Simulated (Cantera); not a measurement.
Feed: 1 mol FeS, 17 mol H₂, 0.13 mol H₂O, held at 0.000320 bar.

Cantera equilibrium calculation (NASA polynomials, part measured and part estimated; ideal gas, pure solids and liquids). Candidate condensed phases: Fe, FeO, Fe(OH)₂, Fe(OH)₃, FeS, FeSO₄, FeS₂, Fe₂O₃, Fe₂(SO₄)₃, Fe₃O₄, H₂O, H₂SO₄, S; 22 gas species. Metal and sulfide melt together well below either melting point, which pure phases cannot show. Mutual solubility and eutectic melting of coexisting phases are not modelled. FeS: taken at fixed stoichiometry. Gases not in the tables: S₃ to S₇. Equilibrium is a limit: real reactors are often held back by kinetics, nucleation or transport.

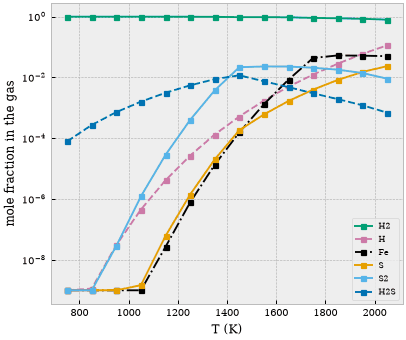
Equilibrium gas composition (values under 1e-9 drawn at 1e-9)

From 750 K to 1150 K the condensed part is Fe(α) + FeS(s). From 1250 K to 1350 K the condensed part is Fe(γ) + FeS(s). From 1450 K to 1650 K the condensed part is Fe(γ). At 1750 K the condensed part is Fe(δ). From 1850 K to 2050 K nothing is condensed.
